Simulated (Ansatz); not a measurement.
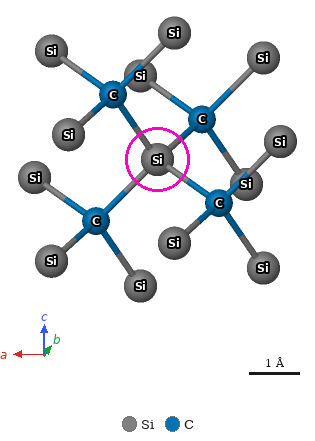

Perfect SiC. The picture is a ball-and-stick view of the atoms within 3.3 Å of one point, seen from a free direction.

These are results of DFT, PBE, plane-wave PAW, default files, scalar-relativistic (Ansatz 0.2.0), not measurements. Set-up: plane-wave cutoff 420 eV; k-point mesh 3 × 3 × 3; occupations fermi dirac; smearing width 0.01 eV; no spin polarisation. The axes drawn are those of the host's conventional cell.

A silicon atom is replaced by tin at the ringed place, in charge state 0. The supercell has 54 sites, and the atoms are relaxed at the host's cell.

**Predict the relaxed surroundings of the defect.**

In the host the Si atom has 4 C at 1.89 Å; the Sn atom ends with 4 C at 2.07 Å. Of the host's atoms, a carbon atom moves furthest from its site, by 0.19 Å. Relaxing the atoms from the host's sites lowers the energy by 2.27 eV.

The relaxed defect, seen from the same direction:

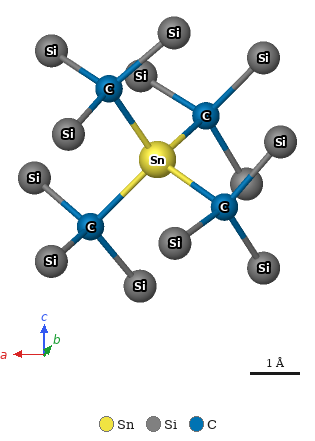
